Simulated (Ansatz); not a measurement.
**CH2Al (quartet): correlated methods under varied settings at distance Al1–C2 = 2.632 Å**

Aim: run CH2Al (quartet) at one geometry under a spread of methods and options, and see what each costs and gives.

Computed with Ansatz 0.2.0, Gaussian basis. Level: the settings change from run to run.

18 further runs of the same task are left out: 15 that didn't finish, 3 set aside as unsound or not needed.

## Step 1: The geometry

The geometry derives from a PBE0/def2-TZVP stationary point (not a proven minimum). One bond is set to the value named and the two fragments are kept rigid.

4 atoms, charge 0, spin multiplicity 4.

Atoms are counted from 1 here; the program's logs count them from 0.

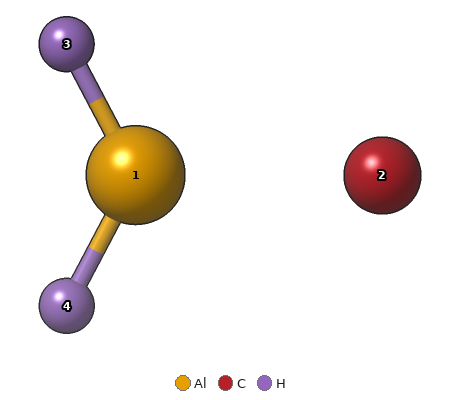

The geometry (aluminium amber, carbon red, hydrogen purple); atoms are numbered from 1 in the order of the file.

## Step 2: MRCISD+Q(3,8)/6-31G

in.yaml reads:

```yaml
crystal:
  periodic: [false, false, false]
  atoms:
    - {symbol: Al, position_ang: [0.000000, 0.000000, 0.734746]}
    - {symbol: C, position_ang: [0.000000, 0.000000, -1.897254]}
    - {symbol: H, position_ang: [0.000000, 1.398998, 1.469720]}
    - {symbol: H, position_ang: [0.000000, -1.398998, 1.469720]}
basis:
  gaussian: {orbitals: 6-31G}
magnetization: {spin_polarized: false, initial_magnetization: 3}
correlation: {method: fic_mrcisd_q, electrons: outside_noble_gas, active_space: {window: {electrons: 3, orbitals: 8}, states: [{multiplicity: 4, weights: [0.5, 0.5, 0.5]}], root: 2}}
```

Started as:

```sh
$ ansatz run in.yaml --threads 1 --pin off --events-out ev --progress --plain --max-ram 2393MiB
```

The log of the run (excerpt; [...] marks lines left out):

```text
Functional definition: HF
  name "HF"
  cite "Fock, Z. Phys. 61, 126 (1930) doi:10.1007/BF01340294"
  parent pbe
[...]
571 factors; integrals over basis functions are off by at most 9.2e-8 eV
[...]
mean field -7638.34068005 eV, -280.7038425385 hartree, gradient 2.1e-6 eV, S^2 3.750000; 0 other end points of the search recorded, 0 dependent functions left out
reference -7638.34068005 eV, -280.7038425385 hartree; 12, 9 occupied and 14, 17 virtual orbitals, 571 factors
state -7638.51302303 eV, -280.7101760263 hartree
state -7635.93278406 eV, -280.6153539929 hartree
state -7635.77524795 eV, -280.6095646477 hartree
contracted CI cycle   1: correlation 0.00000000 eV, 0.0000000000 hartree, residual 9.44e0 eV
contracted CI cycle   2: correlation -2.13719692 eV, -0.0785405382 hartree, residual 2.26e0 eV
contracted CI cycle   3: correlation -2.30913238 eV, -0.0848590498 hartree, residual 8.58e-1 eV
contracted CI cycle   4: correlation -2.33360642 eV, -0.0857584542 hartree, residual 3.76e-1 eV
contracted CI cycle   5: correlation -2.33845671 eV, -0.0859366992 hartree, residual 1.80e-1 eV
contracted CI cycle   6: correlation -2.33943587 eV, -0.0859726825 hartree, residual 6.67e-2 eV
contracted CI cycle   7: correlation -2.33955440 eV, -0.0859770384 hartree, residual 2.27e-2 eV
contracted CI cycle   8: correlation -2.33956690 eV, -0.0859774977 hartree, residual 6.97e-3 eV
[...]
contracted CI cycle   9: correlation -2.35825717 eV, -0.0866643524 hartree, residual 2.52e-3 eV
contracted CI cycle  10: correlation -2.35825737 eV, -0.0866643598 hartree, residual 1.04e-3 eV
contracted CI cycle  11: correlation -2.35825740 eV, -0.0866643609 hartree, residual 3.58e-4 eV
state -7635.93278406 eV, -280.6153539929 hartree; corrected -7638.49635045 eV, -280.7095633201 hartree
contracted CI cycle   1: correlation 0.00000000 eV, 0.0000000000 hartree, residual 9.36e0 eV
contracted CI cycle   2: correlation -2.13336258 eV, -0.0783996287 hartree, residual 2.51e0 eV
contracted CI cycle   3: correlation -2.32130567 eV, -0.0853064098 hartree, residual 8.50e-1 eV
contracted CI cycle   4: correlation -2.34090709 eV, -0.0860267488 hartree, residual 3.02e-1 eV
contracted CI cycle   5: correlation -2.34396974 eV, -0.0861392991 hartree, residual 1.34e-1 eV
contracted CI cycle   6: correlation -2.34486168 eV, -0.0861720775 hartree, residual 8.58e-2 eV
contracted CI cycle   7: correlation -2.34518593 eV, -0.0861839932 hartree, residual 5.31e-2 eV
contracted CI cycle   8: correlation -2.34527831 eV, -0.0861873882 hartree, residual 2.02e-2 eV
contracted CI cycle   9: correlation -2.34529121 eV, -0.0861878622 hartree, residual 8.22e-3 eV
contracted CI cycle  10: correlation -2.34529331 eV, -0.0861879394 hartree, residual 3.34e-3 eV
contracted CI cycle  11: correlation -2.34529367 eV, -0.0861879526 hartree, residual 1.51e-3 eV
contracted CI cycle  12: correlation -2.34529375 eV, -0.0861879557 hartree, residual 7.49e-4 eV
state -7635.77524795 eV, -280.6095646477 hartree; corrected -7638.32483773 eV, -280.7032603439 hartree
Total energy: -7638.32483773 eV, -280.7032603439 hartree
```

It took 6.5 s on 1 thread of Arm Neoverse N1, shared host.

From the report: 30 determinants; active occupations (of the averaged states) 0.94, 0.69, 0.66, 0.64, 0.06, 0.00, 0.00, 0.00.

## Step 3: CISD/def2-SVP

in.yaml reads:

```yaml
crystal:
  periodic: [false, false, false]
  atoms:
    - {symbol: Al, position_ang: [0.000000, 0.000000, 0.734746]}
    - {symbol: C, position_ang: [0.000000, 0.000000, -1.897254]}
    - {symbol: H, position_ang: [0.000000, 1.398998, 1.469720]}
    - {symbol: H, position_ang: [0.000000, -1.398998, 1.469720]}
basis:
  gaussian: {orbitals: def2-SVP}
magnetization: {spin_polarized: false, initial_magnetization: 3}
correlation: {active_space: {ras: {orbitals: [3, 3, 30], electrons: 9, max_holes: 2, max_particles: 2}, fixed_orbitals: true}}
scf: {lower_state_search: off}
```

Same command.

The log of the run:

```text
Functional definition: HF
  name "HF"
  cite "Fock, Z. Phys. 61, 126 (1930) doi:10.1007/BF01340294"
  parent pbe
  exchange = exact_x
  correlation = 0
these checks for a lower state are left out or cut short: stability, starts, cluster_reference, orbital_swaps, neighbouring_geometries, increment
406 factors; integrals over basis functions are off by at most 1.2e-3 eV
mean field evaluation 1: about -7635.2587 eV, gradient 9.7e0 eV
mean field evaluation 2: about -7635.2607 eV, gradient 9.8e0 eV
mean field evaluation 4: about -7636.3581 eV, gradient 2.2e0 eV
mean field evaluation 8: about -7636.4737 eV, gradient 3.6e-1 eV
mean field evaluation 16: about -7636.4802 eV, gradient 1.9e-6 eV
mean field -7636.48019567 eV, -280.6354709987 hartree, gradient 1.9e-6 eV, S^2 3.750000; 0 other end points of the search recorded, 0 dependent functions left out
reference -7636.48019567 eV, -280.6354709987 hartree; 12, 9 occupied and 30, 33 virtual orbitals, 406 factors
state -7640.53464650 eV, -280.7844693184 hartree
Total energy: -7640.53464650 eV, -280.7844693184 hartree
Checks for a lower state left out: stability, starts, cluster_reference, orbital_swaps, neighbouring_geometries, increment
```

Run time: 7.5 s. Hardware: 1 thread of Arm Neoverse N1, shared host.

From the report: 28,374 determinants.

## Step 4: HF/6-31G

in.yaml reads:

```yaml
crystal:
  periodic: [false, false, false]
  atoms:
    - {symbol: Al, position_ang: [0.000000, 0.000000, 0.734746]}
    - {symbol: C, position_ang: [0.000000, 0.000000, -1.897254]}
    - {symbol: H, position_ang: [0.000000, 1.398998, 1.469720]}
    - {symbol: H, position_ang: [0.000000, -1.398998, 1.469720]}
basis:
  gaussian: {orbitals: 6-31G, fitting: {mean_field: def2-universal-jkfit}, point_charges: [{charge: 0.50, position_ang: [3.136, 0.929, 0.219]}]}
magnetization: {spin_polarized: false, initial_magnetization: 3}
hamiltonian: {xc: hf}
output: {orbitals: {seedname: orbitals}}
```

Launched as before.

The log of the run:

```text
Functional definition: HF
  name "HF"
  cite "Fock, Z. Phys. 61, 126 (1930) doi:10.1007/BF01340294"
  parent pbe
  exchange = exact_x
  correlation = 0
239 factors; integrals over basis functions are off by at most 9.8e-2 eV
mean field evaluation 1: about -7636.8377 eV, gradient 8.2e0 eV
mean field evaluation 2: about -7637.7752 eV, gradient 5.5e0 eV
mean field evaluation 4: about -7638.0260 eV, gradient 1.6e0 eV
mean field evaluation 8: about -7638.0848 eV, gradient 1.1e-2 eV
mean field -7638.08479621 eV, -280.6944389809 hartree, gradient 2.3e-5 eV, S^2 3.750000; 1 other end points of the search recorded, 0 dependent functions left out
reference -7638.08479621 eV, -280.6944389809 hartree; 12, 9 occupied and 14, 17 virtual orbitals, 239 factors
Total energy: -7638.08479621 eV, -280.6944389809 hartree
```

Run time: 0.21 s. Hardware: 1 thread of Arm Neoverse N1, shared host.

## Step 5: CCSD(T) on UHF/STO-3G

in.yaml reads:

```yaml
crystal:
  periodic: [false, false, false]
  atoms:
    - {symbol: Al, position_ang: [0.000000, 0.000000, 0.734746]}
    - {symbol: C, position_ang: [0.000000, 0.000000, -1.897254]}
    - {symbol: H, position_ang: [0.000000, 1.398998, 1.469720]}
    - {symbol: H, position_ang: [0.000000, -1.398998, 1.469720]}
basis:
  gaussian: {orbitals: STO-3G}
magnetization: {spin_polarized: true, initial_magnetization: 3}
correlation: {method: ccsd_t, electrons: all}
output: {forces: true}
```

Launched as before.

The log of the run (excerpt; [...] marks lines left out):

```text
Functional definition: HF
  name "HF"
  cite "Fock, Z. Phys. 61, 126 (1930) doi:10.1007/BF01340294"
  parent pbe
[...]
179 factors; integrals over basis functions are off by at most 4.9e-5 eV
[...]
mean field -7546.08448772 eV, -277.3134900038 hartree, gradient 2.8e-6 eV, S^2 3.772134; 6 other end points of the search recorded, 0 dependent functions left out
determinant -7546.08448772 eV, -277.3134900038 hartree, with singles and doubles -7548.02488032 eV, -277.3847981167 hartree
determinant -7543.86118000 eV, -277.2317849524 hartree, with singles and doubles -7545.65984705 eV, -277.2978847470 hartree
determinant -7543.82284870 eV, -277.2303763029 hartree, with singles and doubles -7545.62171624 eV, -277.2964834656 hartree
determinant -7541.98630709 eV, -277.1628846437 hartree, with singles and doubles -7544.00361885 eV, -277.2370194834 hartree
reference -7546.08448772 eV, -277.3134900038 hartree; 12, 9 occupied and 4, 7 virtual orbitals, 179 factors
second order -1.18628882 eV of doubles, -0.00000000 eV of singles
cycle   1  -1.93976778 eV  change    6.2e-4 eV  update   2.3e-3
[...]
cycle  11  -1.94109933 eV  change   -4.5e-7 eV  update   8.6e-7
perturbative correction -0.03153162 eV, -0.0011587657 hartree
[...]
Total energy: -7548.05711867 eV, -277.3859828541 hartree
Atom 0 at     0.000000     0.000000     0.734746 Å, force     0.000000     0.000000    -2.765365 eV/Å
Atom 1 at     0.000000     0.000000    -1.897254 Å, force     0.000000    -0.000000     3.803970 eV/Å
Atom 2 at     0.000000     1.398998     1.469720 Å, force     0.000000    -1.285267    -0.519303 eV/Å
Atom 3 at     0.000000    -1.398998     1.469720 Å, force     0.000000     1.285267    -0.519303 eV/Å
Dipole moment:    -0.000000    -0.000000     0.297266 e Å
```

Run time: 1.4 s. Hardware: 1 thread of Arm Neoverse N1, shared host.

From the report: ⟨S²⟩ of the determinant 3.772 (pure quartet: 3.75); correlation -1.9726 eV; T1 0.018; largest double amplitude 0.16.

## Step 6: CCSDT(Q)/B on ROHF/6-31G

in.yaml, as its differences from that of step 5:

```diff
@@ -8,5 +8,5 @@
 basis:
-  gaussian: {orbitals: STO-3G}
-magnetization: {spin_polarized: true, initial_magnetization: 3}
-correlation: {method: ccsd_t, electrons: all}
+  gaussian: {orbitals: 6-31G}
+magnetization: {spin_polarized: false, initial_magnetization: 3}
+correlation: {method: ccsdt_q_b, electrons: outside_noble_gas}
 output: {forces: true}
```

Launched as before.

The log of the run (excerpt; [...] marks lines left out):

```text
Functional definition: HF
  name "HF"
  cite "Fock, Z. Phys. 61, 126 (1930) doi:10.1007/BF01340294"
  parent pbe
[...]
571 factors; integrals over basis functions are off by at most 9.2e-8 eV
[...]
mean field -7638.34068005 eV, -280.7038425385 hartree, gradient 2.1e-6 eV, S^2 3.750000; 3 other end points of the search recorded, 0 dependent functions left out
[...]
determinant -7638.34068005 eV, -280.7038425385 hartree, with singles and doubles -7640.95087209 eV, -280.7997653267 hartree
determinant -7635.86733686 eV, -280.6129488528 hartree, with singles and doubles -7638.44469944 eV, -280.7076651807 hartree
determinant -7635.70449814 eV, -280.6069646404 hartree, with singles and doubles -7638.11794060 eV, -280.6956570146 hartree
determinant -7635.64358540 eV, -280.6047261382 hartree, with singles and doubles -7638.04882646 eV, -280.6931171170 hartree
6 core orbitals not correlated: weight in the atoms' cores, before any rotation towards them, 1.000 or more for the frozen orbitals, at most 0.000 for the correlated occupied ones
reference -7638.34068005 eV, -280.7038425385 hartree; 6, 3 occupied and 14, 17 virtual orbitals, 571 factors
second order -1.84856093 eV of doubles, -0.03547696 eV of singles
cycle   1  -2.32253289 eV  change   -4.4e-1 eV  update   7.6e-2
[...]
cycle  18  -2.70033958 eV  change   -2.6e-7 eV  update   7.8e-7
perturbative correction -0.00447026 eV, -0.0001642790 hartree
[...]
Total energy: -7641.04548989 eV, -280.8032424666 hartree
Atom 0 at     0.000000     0.000000     0.734746 Å, force    -0.000000     0.000000    -2.603494 eV/Å
Atom 1 at     0.000000     0.000000    -1.897254 Å, force    -0.000000    -0.000000     2.386952 eV/Å
Atom 2 at     0.000000     1.398998     1.469720 Å, force     0.000000     0.497386     0.108271 eV/Å
Atom 3 at     0.000000    -1.398998     1.469720 Å, force     0.000000    -0.497386     0.108271 eV/Å
Dipole moment:     0.000000     0.000000     0.512929 e Å
```

Wall time 24 s (1 thread of Arm Neoverse N1, shared host).

From the report: correlation -2.7048 eV; T1 0.030; largest double amplitude 0.09.

## Step 7: CCSDT(Q)/B on ROHF/STO-3G

in.yaml, as its differences from that of step 6:

```diff
@@ -8,5 +8,5 @@
 basis:
-  gaussian: {orbitals: 6-31G}
+  gaussian: {orbitals: STO-3G, point_charges: [{charge: 1.00, position_ang: [4.899, 0.003, 0.675]}]}
 magnetization: {spin_polarized: false, initial_magnetization: 3}
 correlation: {method: ccsdt_q_b, electrons: outside_noble_gas}
-output: {forces: true}
+scf: {omitted_lower_state_checks: [cluster_reference]}
```

Same command.

The log of the run (excerpt; [...] marks lines left out):

```text
Functional definition: HF
  name "HF"
  cite "Fock, Z. Phys. 61, 126 (1930) doi:10.1007/BF01340294"
  parent pbe
[...]
257 factors; integrals over basis functions are off by at most 3.2e-8 eV
[...]
mean field -7545.81073569 eV, -277.3034298023 hartree, gradient 3.0e-6 eV, S^2 3.750000; 2 other end points of the search recorded, 0 dependent functions left out
6 core orbitals not correlated: weight in the atoms' cores, before any rotation towards them, 0.999 or more for the frozen orbitals, at most 0.000 for the correlated occupied ones
reference -7545.81073569 eV, -277.3034298023 hartree; 6, 3 occupied and 4, 7 virtual orbitals, 257 factors
second order -1.03748715 eV of doubles, -0.03541153 eV of singles
cycle   1  -1.46754156 eV  change   -3.9e-1 eV  update   7.1e-2
[...]
cycle  20  -1.90975581 eV  change   -7.9e-7 eV  update   4.5e-7
perturbative correction -0.00031940 eV, -0.0000117379 hartree
Total energy: -7547.72081090 eV, -277.3736237717 hartree
Checks for a lower state left out: cluster_reference
```

It took 0.72 s on 1 thread of Arm Neoverse N1, shared host.

From the report: correlation -1.9101 eV; T1 0.036; largest double amplitude 0.14.

## Step 8: HF/6-31G*

in.yaml reads:

```yaml
crystal:
  periodic: [false, false, false]
  atoms:
    - {symbol: Al, position_ang: [0.000000, 0.000000, 0.734746]}
    - {symbol: C, position_ang: [0.000000, 0.000000, -1.897254]}
    - {symbol: H, position_ang: [0.000000, 1.398998, 1.469720]}
    - {symbol: H, position_ang: [0.000000, -1.398998, 1.469720]}
basis:
  gaussian: {orbitals: "6-31G*"}
magnetization: {spin_polarized: false, initial_magnetization: 3}
hamiltonian: {xc: hf}
output: {orbitals: {seedname: orbitals}}
```

Launched as before.

The log of the run:

```text
Functional definition: HF
  name "HF"
  cite "Fock, Z. Phys. 61, 126 (1930) doi:10.1007/BF01340294"
  parent pbe
  exchange = exact_x
  correlation = 0
371 factors; integrals over basis functions are off by at most 6.0e-4 eV
mean field evaluation 1: about -7637.7863 eV, gradient 9.1e0 eV
mean field evaluation 2: about -7637.8007 eV, gradient 9.2e0 eV
mean field evaluation 4: about -7638.8487 eV, gradient 2.8e0 eV
mean field evaluation 8: about -7638.9929 eV, gradient 6.2e-1 eV
mean field evaluation 16: about -7611.3863 eV, gradient 6.4e1 eV
mean field -7639.01188011 eV, -280.7285086857 hartree, gradient 7.5e-5 eV, S^2 3.750000; 0 other end points of the search recorded, 0 dependent functions left out
reference -7639.01188011 eV, -280.7285086857 hartree; 12, 9 occupied and 26, 29 virtual orbitals, 371 factors
Total energy: -7639.01188011 eV, -280.7285086857 hartree
```

Wall time 0.33 s (1 thread of Arm Neoverse N1, shared host).

## Step 9: CASSCF(7,5)/6-31G

in.yaml, as its differences from that of step 8:

```diff
@@ -8,5 +8,5 @@
 basis:
-  gaussian: {orbitals: "6-31G*"}
+  gaussian: {orbitals: 6-31G}
 magnetization: {spin_polarized: false, initial_magnetization: 3}
-hamiltonian: {xc: hf}
-output: {orbitals: {seedname: orbitals}}
+correlation: {active_space: {window: {electrons: 7, orbitals: 5}, states: [{multiplicity: 4, weights: [1, 0.5, 1]}]}}
+scf: {lower_state_search: off}
```

Launched as before.

The log of the run (excerpt; [...] marks lines left out):

```text
Functional definition: HF
  name "HF"
  cite "Fock, Z. Phys. 61, 126 (1930) doi:10.1007/BF01340294"
  parent pbe
[...]
571 factors; integrals over basis functions are off by at most 9.2e-8 eV
[...]
mean field -7638.34068005 eV, -280.7038425385 hartree, gradient 2.1e-6 eV, S^2 3.750000; 0 other end points of the search recorded, 0 dependent functions left out
reference -7638.34068005 eV, -280.7038425385 hartree; 12, 9 occupied and 14, 17 virtual orbitals, 571 factors
state -7638.16189034 eV, -280.6972721380 hartree
state -7630.97717584 eV, -280.4332387498 hartree
state -7630.56944412 eV, -280.4182548857 hartree
an earlier search ended where averaged states of different weights were degenerate, so these states were given the mean of their weights and the orbitals were optimised with it; in the result, neighbours among these states lie up to 4.1e-1 eV apart
Total energy: -7633.72874212 eV, -280.5343569459 hartree
Checks for a lower state left out: stability, starts, cluster_reference, orbital_swaps, neighbouring_geometries, increment
```

It took 1.1 s on 1 thread of Arm Neoverse N1, shared host.

From the report: 10 determinants; active occupations (of the averaged states) 1.70, 1.70, 1.60, 1.00, 1.00.

## Step 10: NEVPT4(SD)(7,5)/6-31G

in.yaml, as its differences from that of step 9:

```diff
@@ -10,3 +10,2 @@
 magnetization: {spin_polarized: false, initial_magnetization: 3}
-correlation: {active_space: {window: {electrons: 7, orbitals: 5}, states: [{multiplicity: 4, weights: [1, 0.5, 1]}]}}
-scf: {lower_state_search: off}
+correlation: {method: fic_nevpt4_sd, electrons: valence, active_space: {window: {electrons: 7, orbitals: 5}}}
```

The command is unchanged.

The log of the run:

```text
Functional definition: HF
  name "HF"
  cite "Fock, Z. Phys. 61, 126 (1930) doi:10.1007/BF01340294"
  parent pbe
  exchange = exact_x
  correlation = 0
329 factors; integrals over basis functions are off by at most 1.5e-4 eV
mean field evaluation 1: about -7637.1883 eV, gradient 8.3e0 eV
mean field evaluation 2: about -7637.2137 eV, gradient 8.3e0 eV
mean field evaluation 4: about -7638.1886 eV, gradient 2.6e0 eV
mean field evaluation 8: about -7638.3351 eV, gradient 3.3e-1 eV
mean field evaluation 16: about -7638.3406 eV, gradient 1.5e-6 eV
mean field -7638.34056918 eV, -280.7038384642 hartree, gradient 1.5e-6 eV, S^2 3.750000; 0 other end points of the search recorded, 0 dependent functions left out
reference -7638.34056918 eV, -280.7038384642 hartree; 12, 9 occupied and 14, 17 virtual orbitals, 329 factors
state -7638.34073898 eV, -280.7038447041 hartree
state -7638.34073898 eV, -280.7038447041 hartree; corrected -7640.83025629 eV, -280.7953327780 hartree
WARN: 2 active orbitals are nearly empty or full. The corrections depend on them more than the energy does, and are more stable in an active space without them
Total energy: -7640.83025629 eV, -280.7953327780 hartree
```

It took 0.87 s on 1 thread of Arm Neoverse N1, shared host.

From the report: 4 determinants; active occupations 2.00, 2.00, 1.00, 1.00, 1.00. The report marks this result as in doubt.

## Step 11: The runs in one table

Where basis and cores are those of an earlier FCI/6-31G run (-7641.0464 eV), and the state is the same kind, the miss against it is given. † marks a result that the program doubts.

```tsv
level	correlated	functions	energy (eV)	from FCI (meV)	time
MRCISD+Q(3,8)/6-31G (excited root 2 of an average)	outside noble gas	26	-7638.3248		6.5 s
CISD/def2-SVP	outside noble gas	42	-7640.5346		7.5 s
HF/6-31G (beside a point charge)		26	-7638.0848		0.21 s
CCSD(T) on UHF/STO-3G	all	16	-7548.0571		1.4 s
CCSDT(Q)/B on ROHF/6-31G	outside noble gas	26	-7641.0455	0.9	24 s
CCSDT(Q)/B on ROHF/STO-3G (beside a point charge)	outside noble gas	16	-7547.7208		0.72 s
HF/6-31G*		38	-7639.0119		0.33 s
CASSCF(7,5)/6-31G (mean of several states)		26	-7633.7287		1.1 s
NEVPT4(SD)(7,5)/6-31G †	valence	26	-7640.8303		0.87 s
```

## Step 12: Summary of results

| quantity | value |
| --- | --- |
| runs | 9 |
| quickest | HF/6-31G (beside a point charge), 0.21 s |
| slowest | CCSDT(Q)/B on ROHF/6-31G, 24 s |

In words: Total energies in different bases, with other cores or another treatment of relativity can't be set against each other. CCSDT(Q)/B on ROHF/6-31G took 112 times as long as HF/6-31G (beside a point charge); the jobs differ in more than the method.
